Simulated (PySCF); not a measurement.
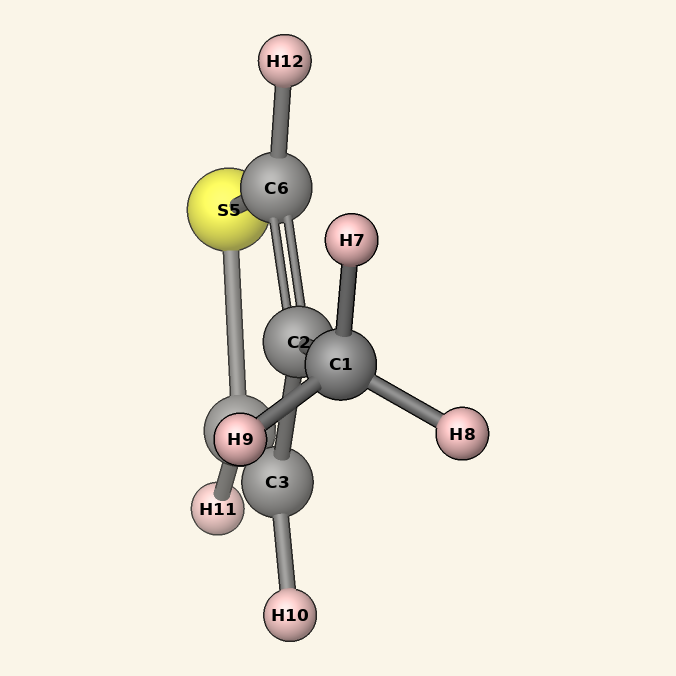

C2 lies behind C1. The molecule seen a little off the C1–C2 bond, C1 in front. Atoms fade into the background with distance from the viewer. The geometry was computed by an optimisation with GFN2-xTB. No frequency run is at hand to confirm it as a minimum.

What is the torsion angle H7–C1–C2–C3? The sign is positive where the front bond must turn clockwise to cover the back bond.

Answer. 180°, antiperiplanar (anti).
